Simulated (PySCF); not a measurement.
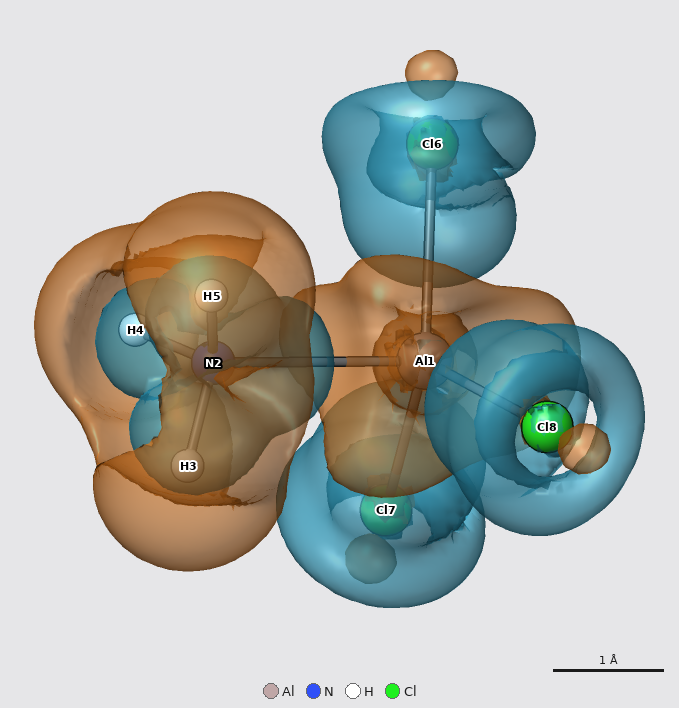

Figure 1: Al(NH3)Cl3 (AlCl$_{3}$H$_{3}$N). Deformation density (molecule less spherical, spin-averaged free atoms at the same positions), surfaces at ±0.04 e/Å³; light blue: gain, orange: loss.

Level of theory: B3LYP/6-311+G** (PySCF), at a geometry from GFN2-xTB. No frequency check shows the geometry to be a minimum. GFN2-xTB bond lengths at metals and heavier atoms can be off by up to 0.1 Å and shapes distorted, which carries into these values.

Describe the bonding that the map shows.

N2–H5 and N2–H4: +0.82 e/Å³ at the bond critical point (bond length 1.01 Å). N2–H3: +0.80 e/Å³ at the bond critical point (bond length 1.02 Å). Al1–Cl7, Al1–Cl8 and Al1–Cl6: +0.06 e/Å³ at the bond critical point (bond length 2.05 Å). Al1–N2: −0.03 e/Å³ at the bond critical point (bond length 2.15 Å). In all, 1.8 electrons gather in the regions of gain relative to the promolecule. A small or negative value marks a very polar bond, one between electron-rich atoms, whose free-atom densities already overlap strongly, a long bond to a heavier atom, or a closed-shell contact such as a hydrogen bond.

Cost of the run: 25 s on 1 thread of Arm Neoverse V1, with other jobs on the host, peak memory 0.63 GiB.
